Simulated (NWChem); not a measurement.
**One shape, several levels: SO (sulfur oxide)**

Wanted: a comparison of 6 runs (UHF/def2-TZVPPD, UPBE0/6-31+G*, UB2PLYP/pcseg-1, UB3LYP/6-311G**, UMP2/def2-TZVPPD, UCCSD(T)/6-31+G*) of SO (sulfur oxide). 

The calculation is run with NWChem 7.3.0.

1 further run of the same task is left out (it didn't finish).

**1. Starting point**

SO: 2 atoms, total charge 0, spin state triplet. As SMILES, `O=S`. The bond length is the measured one.

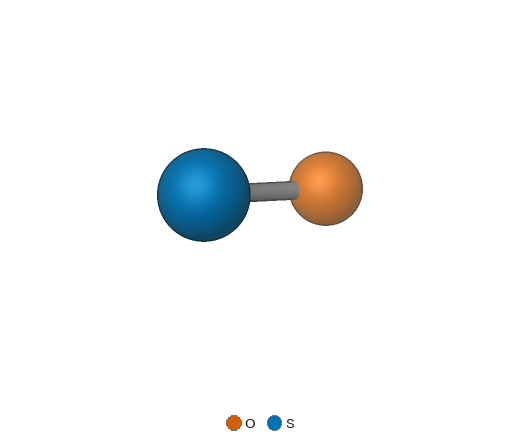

The structure, seen from a chosen angle (oxygen orange, sulfur blue).

**2. Energy and forces at UHF/def2-TZVPPD (run 1)**

run.nw

```
start run
title "OS hf"
memory total 2200 mb
geometry units angstrom noautosym nocenter noautoz
  O      0.000000     0.000000     0.000000
  S      0.000000     0.000000     1.481087
end
basis "ao basis" spherical bse
  * library def2-TZVPPD
end
scf
  nopen 2
  uhf
  thresh 1e-08
  maxiter 80
end
task scf gradient
```

Started as:

```bash
$ nwchem run.nw > run.out
```

The log of the run:

```text
[...]
  functions       =    91
[...]
  wavefunction    = UHF
[...]
         Total SCF energy =   -472.406298601828
      One electron energy =   -743.362330868873
      Two electron energy =    225.222940374428
 Nuclear repulsion energy =     45.733091892618
                       Sz =      1.0000
                 Sz(Sz+1) =      2.0000
                      S^2 =      2.0576
[...]
                         UHF ENERGY GRADIENTS
    atom               coordinates                        gradient
                 x          y          z           x          y          z
   1 O       0.000000   0.000000   0.000000    0.000000  -0.000000  -0.046568
   2 S       0.000000   0.000000   2.798849   -0.000000   0.000000   0.046568
[...]
```

Run time: 17 s. Hardware: 1 thread of Intel Xeon 6975P-C (Granite Rapids), shared host; peak memory 0.1 GiB.

**3. Energy and forces at UPBE0/6-31+G(d) (spherical functions) (run 2)**

os.nw

```
start os
title "OS gradient"
memory stack 880 mb heap 220 mb global 1100 mb

geometry units angstrom noautosym nocenter noautoz
 O      0.000000     0.000000     0.000000
 S      0.000000     0.000000     1.481087
end

basis "ao basis" spherical bse
 * library 6-31+G*
end

dft
 xc pbe0
 mult 3
 grid xfine
 convergence energy 1e-08
 maxiter 100
 mulliken
 print low
end

task dft gradient
```

Started as:

```bash
$ nwchem os.nw > os.out
```

The log of the run:

```text
[...]
 d= 0,ls=0.0,diis     1   -473.0617930057 -5.19D+02  1.36D-02  1.06D-01     0.5
[...]
 d= 0,ls=0.0,diis     8   -473.1216218185  6.50D-10  3.48D-06  6.56D-08     3.1
[...]
         Total DFT energy =     -473.121621818500
      One electron energy =     -743.433110497012
           Coulomb energy =      258.583766481864
    Exchange-Corr. energy =      -34.005369695970
 Nuclear repulsion energy =       45.733091892618
[...]
      Total Density - Mulliken Population Analysis
     ---------------------------------------------
    Atom       Charge   Shell Charges
 -----------   ------   -------------------------------------------------------
    1 O    8     8.36   2.00  0.95  2.78  0.98  1.56 -0.01  0.06  0.03
    2 S   16    15.64   2.00  2.00  5.97  1.40  2.76  0.53  0.78  0.02  0.05  0.13
[...]
      <S2> =      2.0082 (Exact =     2.0000)
                         DFT ENERGY GRADIENTS
    atom               coordinates                        gradient
                 x          y          z           x          y          z
   1 O       0.000000   0.000000   0.000000    0.000000  -0.000000   0.024630
   2 S       0.000000   0.000000   2.798849   -0.000000   0.000000  -0.024630
 Task  times  cpu:        4.0s     wall:        4.0s
 Total times  cpu:        4.0s     wall:        4.0s
```

It took 4.8 s on 1 thread of Intel Xeon 6975P-C (Granite Rapids), shared host; peak memory 0.11 GiB.

Runs 3 to 4 aren't shown in full; the table further down has their settings and results.

**4. Energy and forces at UMP2/def2-TZVPPD (run 5)**

calc.nw

```
start calc
title "OS"
memory 2200 mb
geometry units bohr noautosym nocenter noautoz
  O   0.00000000  0.00000000  0.00000000
  S   0.00000000  0.00000000  2.79884880
end
basis "ao basis" spherical bse
  * library def2-TZVPPD
end
scf
  triplet
  uhf
  thresh 1e-08
  maxiter 80
  print medium
end
mp2
  freeze core 6
  tight
end
task mp2 gradient
```

Started as:

```bash
$ nwchem calc.nw > calc.out
```

The log of the run:

```text
[...]
  functions       =    91
[...]
  wavefunction    = UHF
[...]
         Total SCF energy =   -472.406298592361
      One electron energy =   -743.362324208878
      Two electron energy =    225.222937069540
 Nuclear repulsion energy =     45.733088546977
                       Sz =      1.0000
                 Sz(Sz+1) =      2.0000
                      S^2 =      2.0576
[...]
          Total MP2 energy          -472.782471297548
[...]
                         mp2 ENERGY GRADIENTS
    atom               coordinates                        gradient
                 x          y          z           x          y          z
   1 O       0.000000   0.000000   0.000000   -0.000000   0.000000   0.010843
   2 S       0.000000   0.000000   2.798849    0.000000  -0.000000  -0.010843
[...]
```

It took 34 s on 1 thread of Intel Xeon 6975P-C (Granite Rapids), shared host; peak memory 0.23 GiB.

**5. A single-point energy at UCCSD(T)/6-31+G(d) (spherical functions) (run 6)**

a.nw

```
start a
title "OS energy"
memory total 2200 mb
geometry units angstrom noautosym nocenter noautoz
   O     0.000000    0.000000    0.000000
   S     0.000000    0.000000    1.481087
end
basis spherical bse
   * library 6-31+G*
end
scf
   triplet
   uhf
   thresh 1e-08
   maxiter 80
   noprint "final vectors analysis"
end
tce
   scf
   ccsd(t)
   freeze core 6
   maxiter 60
end
task tce energy
```

Started as:

```bash
$ nwchem a.nw > a.out
```

The log of the run:

```text
[...]
  functions       =    40
[...]
  wavefunction    = UHF
[...]
         Total SCF energy =   -472.330955149598
      One electron energy =   -743.141590538880
      Two electron energy =    225.077543496664
 Nuclear repulsion energy =     45.733091892618
                       Sz =      1.0000
                 Sz(Sz+1) =      2.0000
                      S^2 =      2.0433
[...]
         Wavefunction type : Unrestricted Hartree-Fock
          No. of electrons :    24
[...]
         Spin multiplicity : triplet
[...]
 CCSD total energy / hartree       =      -472.627879636944101
[...]
 CCSD[T] total energy / hartree       =      -472.638502102359439
[...]
 CCSD(T) total energy / hartree       =      -472.637549612281191
[...]
```

It took 5.1 s on 1 thread of Intel Xeon 6975P-C (Granite Rapids), shared host; peak memory 0.15 GiB.

**6. The series**

| run | level | iteration cap | module | energy (Eh) | dipole moment (D) | HOMO energy (eV) | LUMO energy (eV) | wall time |
| --- | --- | --- | --- | --- | --- | --- | --- | --- |
| 1 | UHF/def2-TZVPPD | 80 | scf | -472.406299 | 1.87 | -11.66 | 0.79 | 17 s |
| 2 | UPBE0/6-31+G* (spherical functions) | 100 | dft | -473.121622 | – | – | – | 4.8 s |
| 3 | UB2PLYP/pcseg-1 | 100 | dft | -473.119411 | 1.81 | -8.99 | -1.60 | 3.9 s |
| 4 | UB3LYP/6-311G** | 100 | dft | -473.398435 | 1.67 | -7.16 | -3.43 | 5.1 s |
| 5 | UMP2/def2-TZVPPD | 80 | mp2 | -472.782471 | 1.68 | -11.66 | 0.79 | 34 s |
| 6 | UCCSD(T)/6-31+G* (spherical functions) | 80 | tce | -472.637550 | – | – | – | 5.1 s |

**7. Results**

| quantity | value |
| --- | --- |
| run 6: total energy | -472.63755 Eh |
| run 6: correlation energy (6 core orbitals frozen) | -306.6 mEh |
| run 6: (T) correction | -9.67 mEh |
| run 6: ⟨S²⟩ of the reference determinant | 2.043 |

Over runs 1, 3, 4, 5 the dipole moment (its size) runs from 1.67 D (UB3LYP/6-311G**) to 1.87 D (UHF/def2-TZVPPD). The two ends differ in method and basis. Totals of different functionals can't be ranked against each other. All runs together took 70 s, the longest 34 s.
